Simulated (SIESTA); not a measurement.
How far to go with the SCF threshold: Cu (Fm-3m, 1 atom in the cell)

```yaml
crystal:
  lattice:
    - [0.00000, 1.81042, 1.81042]
    - [1.81042, 0.00000, 1.81042]
    - [1.81042, 1.81042, 0.00000]
  atoms:
    - { symbol: Cu, position: [0.00000, 0.00000, 0.00000] }
```

Computed with GGA PBE, numerical atomic orbitals DZP, PseudoDojo PBE standard norm-conserving potentials (rewritten from UPF to PSML) (SIESTA).

Base settings: XC.functional = GGA; XC.authors = PBE; potentials = PseudoDojo PBE standard; PAO.BasisSize = DZP; PAO.EnergyShift = 0.01 Ry; MeshCutoff = 350 Ry; kgrid.MonkhorstPack = 7 7 7; OccupationFunction = MP; OccupationMPOrder = 0; ElectronicTemperature = 1160.45 K.

In this ladder: SCF.DM.Tolerance = default; SCF.DM.Converge = false; SCF.H.Converge = false; SCF.FreeE.Converge = true.

The mesh stays at the base's, so the ladder's end is converged at best in this setting alone.

Only quantities that move along the ladder and can be compared are tabulated.

The starting cell has typed, rounded lattice constants, without a prior relaxation at this level. Its lattice was rescaled by up to half a per cent. Spin polarisation is off. Values carry the incompleteness of an atom-centred basis. Without a gap this mesh is coarse (it stands for a supercell whose shortest vector is 18 Å).

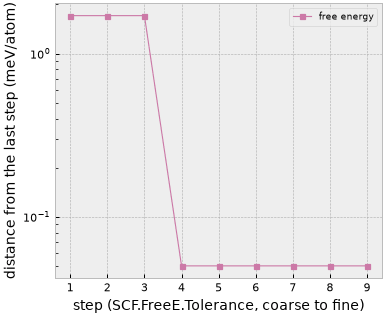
Distance from the last step along the ladder; very small values are drawn at a floor.

| SCF.FreeE.Tolerance | free energy less the last step's (meV/atom) | pressure (GPa) |
|---|---|---|
| 1.0E-01 eV | 1.71 | -1.08 |
| 1.0E-02 eV | 1.71 | -1.08 |
| 1.0E-03 eV | 1.71 | -1.08 |
| 1.0E-04 eV | 0.00 | -1.78 |
| 1.0E-05 eV | 0.00 | -1.78 |
| 1.0E-06 eV | 0.00 | -1.78 |
| 1.0E-07 eV | 0.00 | -1.78 |
| 1.0E-08 eV | 0.00 | -1.78 |
| 1.0E-10 eV | 0.00 | -1.78 |
| 1.0E-12 eV | 0.00 | -1.78 |

Coarsest SCF.FreeE.Tolerance that holds the pressure within 0.05 GPa of the last step, with all finer ones: 1.0E-04 eV; the step before is off by 0.71 GPa.

Coarsest SCF.FreeE.Tolerance that holds the free energy within 1 meV/atom of the last step, with all finer ones: 1.0E-04 eV; the step before is off by 1.7 meV/atom.

Two neighbours can agree and both be off: 1.0E-01 eV and 1.0E-02 eV differ by 0.00 GPa in the pressure, yet lie about 0.71 GPa from the last step.
